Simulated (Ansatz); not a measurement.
Fields on a plane of NiSi2 (fluorite type, space group Fm-3m)

```yaml
crystal:
  lattice:
    - [0.00000, 2.69495, 2.69495]
    - [2.69495, 0.00000, 2.69495]
    - [2.69495, 2.69495, 0.00000]
  atoms:
    - { symbol: Ni, position: [0.00000, 0.00000, 0.00000] }
    - { symbol: Si, position: [0.25000, 0.25000, 0.25000] }
    - { symbol: Si, position: [0.75000, 0.75000, 0.75000] }
```

The slice is a {100} plane (indices of the conventional cell) through the point (0.750, 0.750, 0.750) (fractional), spanned by u = [100] and v = [0 1 -1] in vectors of this cell: u (3.81 Å) and v (3.81 Å, at 90° to u). It covers one period; positions are fractions (u, v).

Atoms on it: Si at (0.50, 0.50); Si at (0.00, 0.00).

The numbers are results of PBEsol (plane waves to 420 eV, PAW, scalar-relativistic; Ansatz, a first-principles code), not measurements. k mesh 15×15×15. These are valence fields of a PAW run, semicore shells included where kept as valence: close to a nucleus they are smooth pseudo fields. NiSi2 is run without spin polarisation. NiSi2 was relaxed with its symmetry unable to fall.

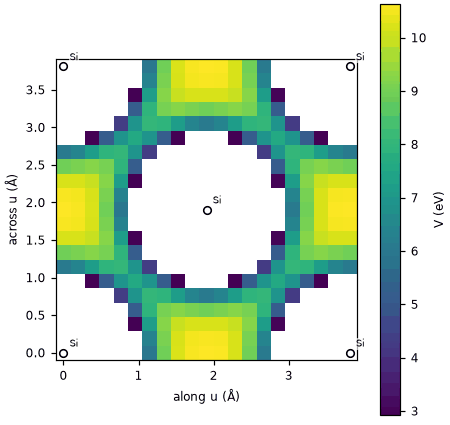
Electrostatic potential energy of an electron, from the cell's mean, in eV, one period of the plane, atoms marked. Points within 1 Å of a nucleus are left white, as the pseudised field means little there. The zero, the cell's mean, hangs on the PAW cores.

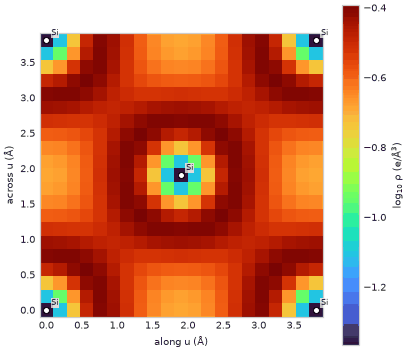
Fig. 1. Log₁₀ of the valence density in e/Å³, one period of the plane, atoms marked. The scale is logarithmic, as a density can span decades between atoms and voids.
